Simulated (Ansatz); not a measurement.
## Electronic structure of C2H2Ga (SMILES [CH]1=[CH][Ga]1) (doublet) in real space

Input file:

```
crystal:
  periodic: [false, false, false]
  atoms:
    - {symbol: C, position_ang: [-0.218917, -0.595319, -0.973215]}
    - {symbol: C, position_ang: [0.363796, 0.480331, -1.268466]}
    - {symbol: Ga, position_ang: [1.592031, -0.459210, 0.408291]}
    - {symbol: H, position_ang: [0.428453, 1.379380, -1.861307]}
    - {symbol: H, position_ang: [-1.021833, -1.299621, -1.125191]}
basis:
  gaussian:
    orbitals: def2-TZVPD
magnetization:
  spin_polarized: true
  initial_magnetization: 1
output: {forces: true, orbitals: {seedname: orbitals}}
hamiltonian:
  xc: {name: PBE0}
```

Command:

```sh
ansatz run input.yaml --threads 2 --pin off --max-ram 4350MiB --events-out events.jsonl --progress --plain --runs-dir runs
```

Geometry: B3LYP-D3(BJ)/6-311G**.

Theory: isolated molecule in a Gaussian basis; Kohn-Sham density functional theory, functional PBE0 in Ansatz 0.2.0.

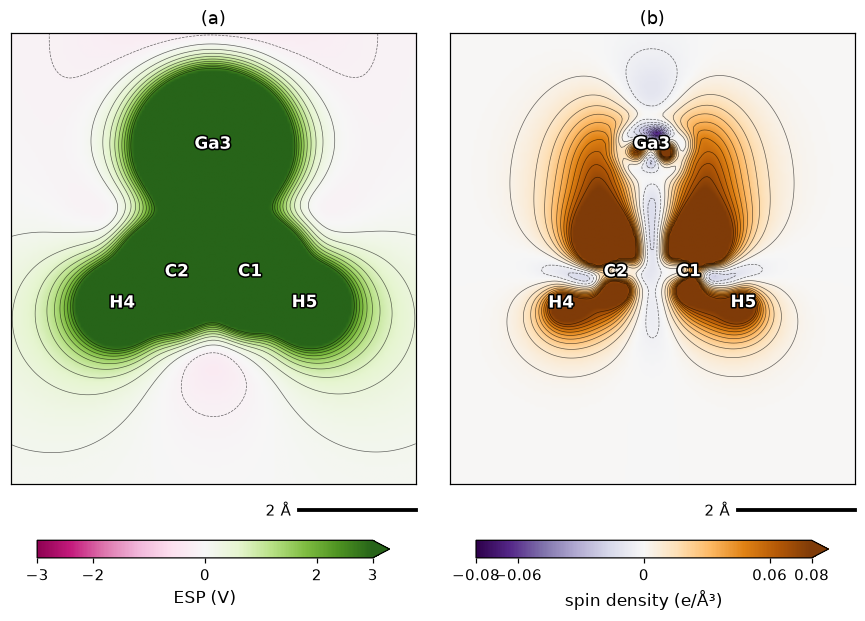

Figure 1. (a) electrostatic potential; (b) spin density (α minus β) on the molecular plane.

> Read the bonding off the picture.

The section cuts through C, Ga and H sites.
The unpaired spin (1 electron) lies mostly on Ga3 (about 0.4), C1 (about 0.3) and C2 (about 0.3), in electrons by Hirshfeld's partition.
Outside the dense part of the molecule the potential is most negative (−0.3 V) near C1 and C2.

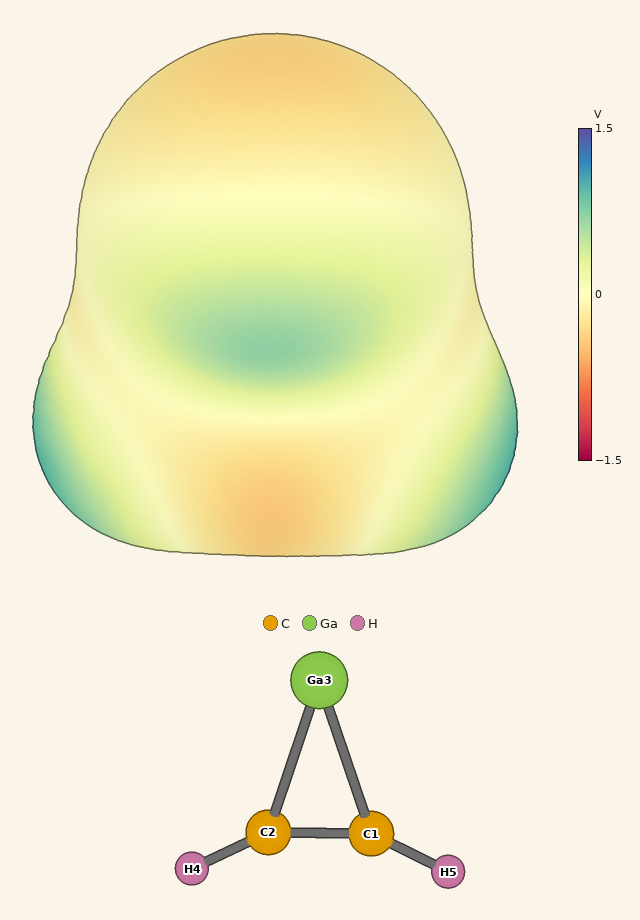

Figure 2. The electrostatic potential painted on the density surface at 0.001 e/bohr³, seen at a tilt; the colour scale runs from red (negative) to blue (positive). The bare structure is drawn below in the same view.

> Describe the electrostatic potential map.

The most negative region (about −0.4 V) lies over the π face of C1 and C2, the most positive (about +1.0 V) over H4 and H5.

> How polar is the molecule by this calculation?

Its dipole moment is 0.83 D.
